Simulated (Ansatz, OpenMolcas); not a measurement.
[PH2]− (phosphanide): the energy, rung by rung

[PH2]− has 3 atoms, charge -1, and is taken as a singlet. As SMILES, `[PH2-]`. The coordinates come from a GFN2-xTB relaxation.

| atom | x (Å) | y (Å) | z (Å) |
| --- | --- | --- | --- |
| P | 0.4989 | -0.2936 | 0.2450 |
| H | 0.1056 | 0.9902 | 0.1651 |
| H | -0.6045 | -0.6966 | -0.4102 |

Each level gives the energy change with the P1–H2 bond stretched from 1.345 to 1.681 Å (eV). The values are calculated.

| level | kind | program | value (eV) | less FCI/3-21G | CPU time (all runs) |
| --- | --- | --- | --- | --- | --- |
| SVWN5/3-21G (restricted) | LDA | Ansatz | 0.03 | +0.02 | 0.7 s |
| r2SCAN/3-21G (restricted) | meta-GGA | Ansatz | 0.08 | +0.07 | 2.7 s |
| B3LYP/3-21G (restricted) | global hybrid | Ansatz | 0.07 | +0.06 | 1.1 s |
| BHLYP/3-21G (restricted) | global hybrid | Ansatz | 0.14 | +0.13 | 1.1 s |
| CAM-B3LYP/3-21G (restricted) | range-separated hybrid | Ansatz | 0.11 | +0.10 | 1.2 s |
| wB97M-V/3-21G (restricted) | range-separated hybrid | Ansatz | 0.10 | +0.09 | 13 s |
| BCCD(T)/3-21G (restricted) | coupled cluster or CI | Ansatz | 0.01 | 0.00 | 0.43 s |
| CCSDTQ/3-21G (restricted) | coupled cluster or CI | Ansatz | 0.01 | 0.00 | 3.5 s |
| FCI/3-21G | exact in the basis | OpenMolcas | 0.01 | 0.00 | 12 s |

FCI/3-21G is exact within its basis and frozen core, so for wave-function methods in that basis the difference is their error; functionals converge differently with the basis, so for them it is only a difference. Sets without diffuse functions describe the anion poorly. The first shape isn't each level's own minimum. The values span 0.01 to 0.14 eV. All rows use very small basis sets, so none should be taken for the real molecule's value. In so small a basis fixed costs decide the times, and correlated methods can beat functionals. Times are those of the runs behind each value, whatever else they computed, on shared processors of several kinds: orders of magnitude only.

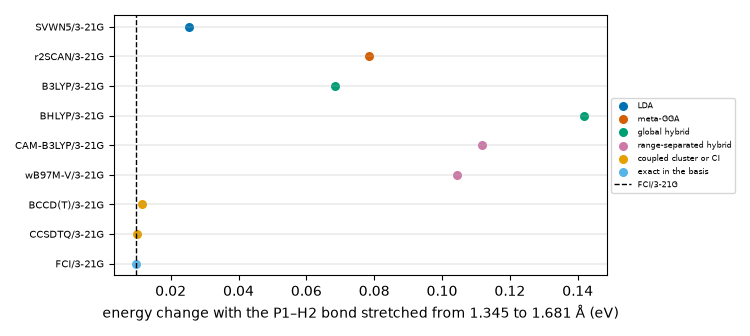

The values of the table, level by level.
